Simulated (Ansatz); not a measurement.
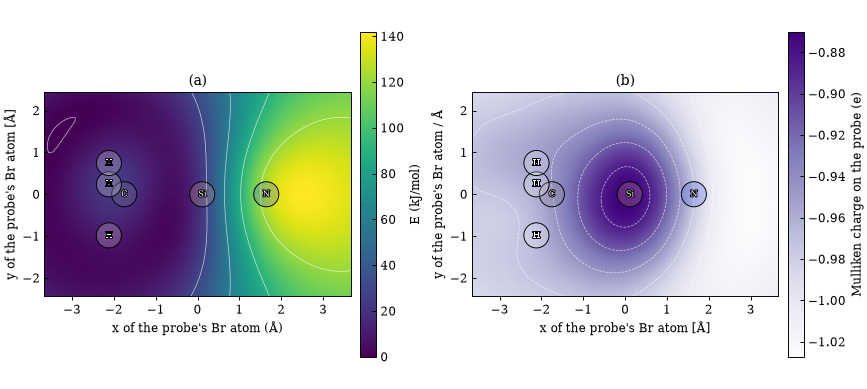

CH₃NSi (SMILES C[Si]#N) with the probe Br-. The probe is moved over a plane parallel to the molecule's main plane, 3.00 Å above it. The first coordinate is: x of the probe's Br atom; the second: y of the probe's Br atom. Nothing is relaxed (molecule and probe rigid). Grid: 13 × 9 points. Points are written as (first, second). Energies: kJ/mol, counted from the lowest grid point. Theory: RHF/def2-SVPD in Ansatz 0.2.0.

Panel (a) is the energy; panel (b) is the computed Mulliken charge on the probe, in e.

The picture shows a smooth colour map with a few white contour lines, labelled circles for the molecule's atoms, projected on the plane. Between grid points the surface is interpolated.

### How does the Mulliken charge on the probe vary over the map, and what is it at the lowest grid point?

Leaving out the highest fifth of the energies, it runs from −1.02 e at (2.44 Å, −1.83 Å) [nearest 1 N at 3.60 Å] to −0.87 e at (0.00 Å, 0.00 Å) [nearest 1 Si at 3.00 Å]. At the lowest grid point, (−3.05 Å, 1.83 Å) [nearest 1 H at 2.70 Å], it is −0.97 e.
